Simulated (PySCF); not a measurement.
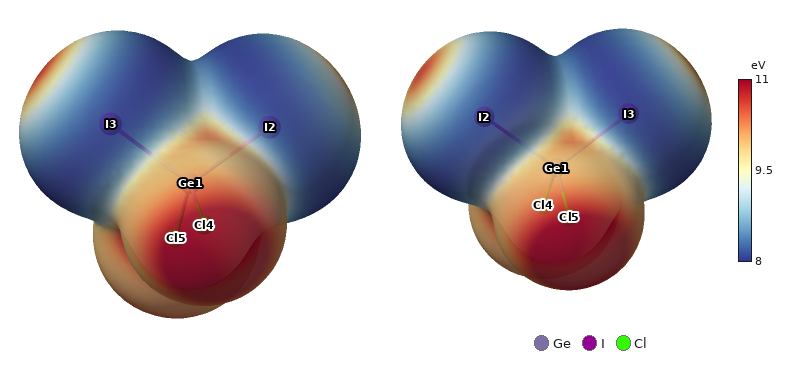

Figure. Cl$_{2}$GeI$_{2}$. Average local ionisation energy on the surface of electron density 0.001 a.u. (back view left, front view right).

Level of theory: r2SCAN/def2-SVPD (PySCF), at a geometry from GFN2-xTB. Core potentials replace the inner electrons of I; spin–orbit coupling isn't included. No frequency check shows the geometry to be a minimum. GFN2-xTB bond lengths at metals and heavier atoms can be off by up to 0.1 Å and shapes distorted, which carries into these values.

Q: Where are the most loosely bound electrons on this surface?

A: The lowest value is 8.0 eV, 2.5 Å from I2, and at like points elsewhere. Further minima include 8.0 eV, 2.5 Å from I3, and at like points elsewhere. For comparison, the highest occupied orbital lies at −7.2 eV.

Q: What volume does the surface enclose, and what is the dipole moment?

A: About 186 Å³; the dipole moment is 0.7 D.
